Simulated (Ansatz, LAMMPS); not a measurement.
# Glassy 68B2O3-32K2O (mol %) (83 atoms): geometry optimisation, part 4 of 4

Aim: bring glassy 68B2O3-32K2O (mol %) (83 atoms) to a nearby minimum of the energy and see what moves.

Ansatz 0.2.0; Kohn-Sham DFT, PBE, PAW (set soft_2), plane waves.

The cell: 26 B, 12 K and 45 O. The quench rate of 100 K/ps far exceeds what a furnace or splat quench reaches. The network of bonds at the start is that of the classical potential that made the cell. The Brillouin zone is sampled at Γ only, in a cell whose shortest periodic width is 10 Å.

So far, density (g/cm³): step 5 (distances and neighbours after relaxation) 2.33.

### Step 6. Single point at the relaxed geometry (continued)

Density of states as counts of states in windows of 1 eV (from the Fermi level), total and the larger projections:

| from (eV) | to (eV) | total | O p | B p | K p |
| --- | --- | --- | --- | --- | --- |
| -14 | -13 | 9.9 | 0.1 | 0.0 | 9.7 |
| -13 | -12 | 49.5 | 0.5 | 0.2 | 48.4 |
| -12 | -11 | 12.6 | 0.2 | 0.1 | 12.2 |
| -11 | -10 | 7.3 | 5.1 | 0.5 | 0.0 |
| -10 | -9 | 13.9 | 9.6 | 1.5 | 0.1 |
| -9 | -8 | 15.5 | 10.6 | 2.9 | 0.1 |
| -8 | -7 | 23.1 | 15.6 | 5.8 | 0.1 |
| -7 | -6 | 22.5 | 15.3 | 6.0 | 0.1 |
| -6 | -5 | 15.7 | 11.0 | 3.8 | 0.1 |
| -5 | -4 | 27.0 | 20.9 | 3.9 | 0.2 |
| -4 | -3 | 36.9 | 31.4 | 3.2 | 0.2 |
| -3 | -2 | 48.3 | 44.5 | 1.6 | 0.1 |
| -2 | -1 | 43.8 | 41.4 | 0.9 | 0.1 |
| -1 | 0 | 15.0 | 14.3 | 0.2 | 0.0 |
| 0 | 1 | 1.1 | 1.0 | 0.0 | 0.0 |
| 1 | 2 | 0.0 | 0.0 | 0.0 | 0.0 |
| 2 | 3 | 0.1 | 0.0 | 0.0 | 0.0 |
| 3 | 4 | 1.9 | 0.1 | 0.0 | 0.0 |
| 4 | 5 | 11.2 | 1.3 | 4.7 | 0.0 |

With fixed occupations the program's Fermi level is the highest filled level; weight inside the gap is the broadening of levels at its edges.

Between -26 and -14 eV lie 90 more states.

The stored curve holds about 432 of the 456 electrons; the rest, give or take the few that broadening carries across the Fermi level, lie in deeper levels below its range.

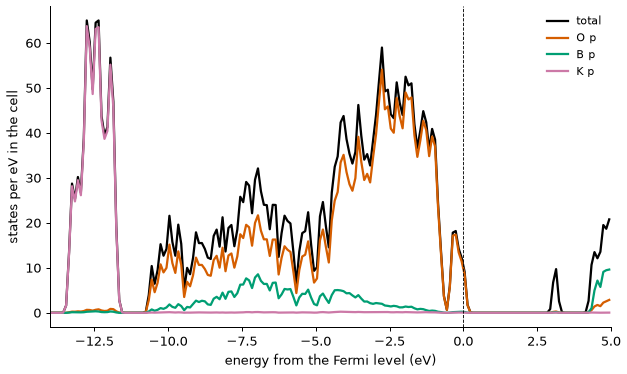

Total and projected density of states, with the broadening of the input.

The levels nearest the highest filled one (over half full), pooled over k-points and spins:

| level less the highest filled one (eV) | occupation |
| --- | --- |
| -0.879 | 2 |
| -0.768 | 2 |
| -0.364 | 2 |
| -0.289 | 2 |
| -0.16 | 2 |
| 0 | 2 |
| 3.12 | 0 |
| 4.37 | 0 |
| 4.51 | 0 |
| 4.69 | 0 |
| 4.77 | 0 |
| 4.91 | 0 |

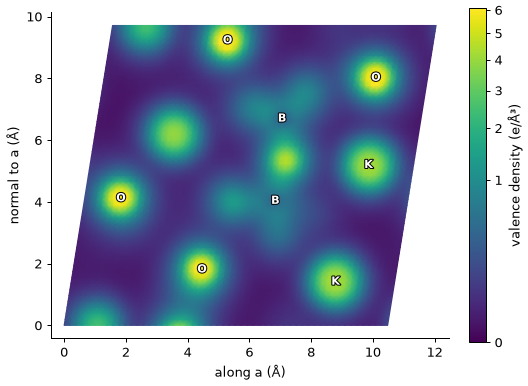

Valence density in the ac plane at fractional y = 0.010, with atoms of B and K and O within 0.2 Å of it. It is the smooth field of the valence electrons, not physical close to the nuclei. The colour scale is stretched toward low values.

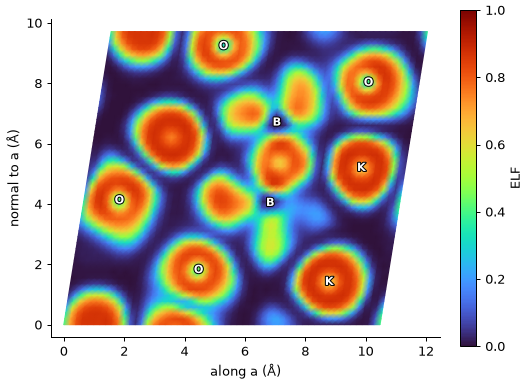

ELF in the ac plane at fractional y = 0.010, with atoms of B and K and O within 0.2 Å of it. It is the smooth field of the valence electrons, not physical close to the nuclei.

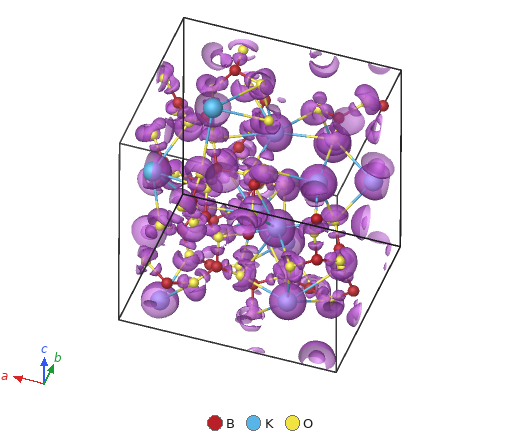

Surface of ELF = 0.82.

Mean Löwdin charges: B +0.58, K +0.88, O -0.49 e (they miss 0.75 % of the electrons, so they add up to more than the cell's charge).

A closer look about K38, one of the 12 K atoms: 10 atoms, nearest first, numbered in the order of the input, with positions taken from that point.

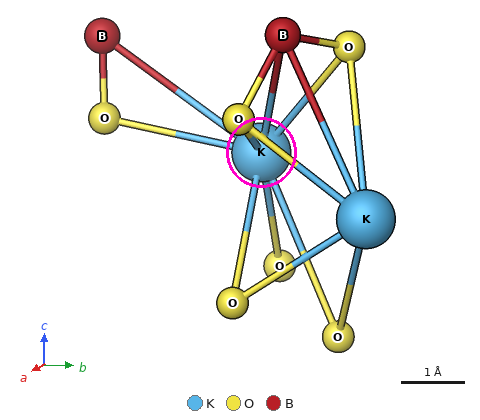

The atoms of the table, within 3.2 Å (arrows a, b, c point along x, y, z); some may hide others; the central atom is ringed.

| atom | x | y | z | distance (Å) | bonds | Löwdin charge (e) |
| --- | --- | --- | --- | --- | --- | --- |
| K38 | 0.00 | 0.00 | 0.00 | 0.00 | 5 | 0.87 |
| O72 | 0.14 | -2.61 | 0.42 | 2.64 | 5 | -0.74 |
| O42 | 0.65 | 1.69 | 1.98 | 2.68 | 5 | -0.86 |
| O56 | -1.59 | -0.20 | -2.19 | 2.72 | 5 | -0.77 |
| O57 | 2.49 | 0.42 | 1.07 | 2.74 | 4 | -0.50 |
| O50 | 2.08 | 0.18 | -2.05 | 2.92 | 5 | -0.54 |
| B10 | 1.79 | 0.94 | 2.35 | 3.10 | 4 | 0.53 |
| K31 | 2.00 | 2.41 | -0.54 | 3.18 | 5 | 0.87 |
| B7 | 0.00 | -2.69 | 1.75 | 3.20 | 3 | 0.53 |
| O39 | 0.13 | 1.34 | -2.92 | 3.21 | 3 | -0.55 |

The column of bonds counts only the pairs O-B within 1.83 Å, O-K within 3.15 Å; other neighbours, such as metal atoms beside each other in a compound, aren't counted, and periodic images can show an atom twice.

### Step 7. Results

| Item | Value |
| --- | --- |
| energy change in the relaxation | -148.9 meV/atom |
| r.m.s. displacement | 0.68 Å |
| largest displacement | 1.336 Å |
| free energy per atom | -579.7241 eV/atom |
| pressure | 0.0005737 GPa |
| r.m.s. force component | 0.00446 eV/Å |
| gap (highest filled to lowest empty level) | 3.115 eV |
| wall time of the 3 DFT runs | 8.6 min |

**Reading.** Relaxation lowers the energy by 149 meV/atom and moves atoms by 0.68 Å r.m.s.; the r.m.s. force component goes from 0.91 to 0.0045 eV/Å, the pressure goes from -5.3 to 5.7e-4 GPa, and the gap from 1.65 to 3.12 eV. Displacements are taken in the final cell, so they leave out its strain. The cell shrank by 7.2 % in volume. First to last step the energy falls by 12.356 eV, across changes of basis; the largest move, 1.34 Å, is that of K30. The O-B bonds go from 1.425 Å (spread 0.040) to 1.423 Å (spread 0.062), and their number from 85 to 86. 91 % of the oxygens bridge two formers (B) and 9 % are non-bridging. Between filled and empty levels lie 3.12 eV (at Γ alone); a semilocal functional tends to put such gaps too low. In a disordered cell it changes from sample to sample, and tail or defect levels can set it.

**Limits.** The starting topology of bonds comes from the classical model; in DFT atoms moved by 0.68 Å r.m.s.

[Hosts, paths, dates, database ids (printed as entryN), source tags and the programs' standing remarks are cut or masked in the printed files.]
